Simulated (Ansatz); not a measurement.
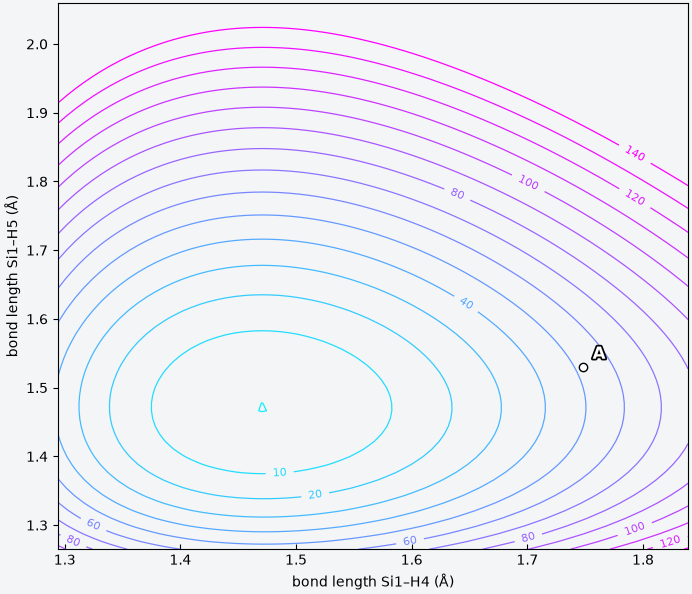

H₂SSiTe, SMILES [SiH2]1S[Te]1. 
- The first coordinate is: bond length Si1–H4; the second: bond length Si1–H5.
- Nothing is relaxed (all other coordinates rigid).
- The grid has 7 × 7 points.
- Energies: kJ/mol, counted from the relaxed molecule at the same level.
- All numbers below come from RHF-MP2, frozen core/def2-TZVP (Ansatz).

In the figure: contour lines labelled in kJ/mol (none above 140), the point A. Between grid points the surface is interpolated.

### Is A at rest? If not, where is it pushed?

A, at bond length Si1–H4 = 1.748 Å, bond length Si1–H5 = 1.530 Å, is not a stationary point. The computed force is 290 kJ/mol for each Å towards smaller values of bond length Si1–H4 and 98.2 kJ/mol for each Å towards smaller values of bond length Si1–H5.
